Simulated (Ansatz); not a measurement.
The parent structure is SrHfO3 (space group Imma, No. 74; a = 5.768 Å, b = 8.099 Å, c = 5.785 Å; a cell from a computed database, its experimental status unchecked).

One thing is altered: cell and atoms relaxed at a pressure of 0.3 GPa.

The values are results of PBEsol (Ansatz, a program for electronic structure, PAW, spin-orbit coupling left out), not measurements.

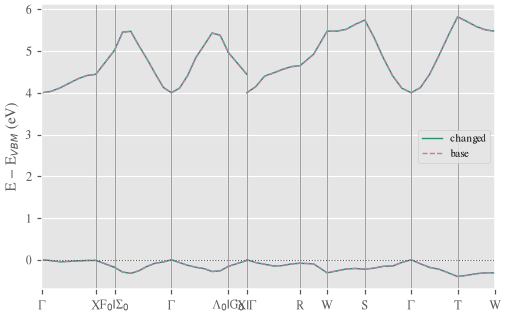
Highest valence and lowest conduction band along the path, each from its own valence-band maximum

The gap is 4.00 eV, direct at Γ; the base has 4.00 eV.

With Hf present, leaving out spin-orbit coupling can change the band edges. Load acts through the strain it causes; cell and atoms are relaxed under it. Stability against distortions was not tested.
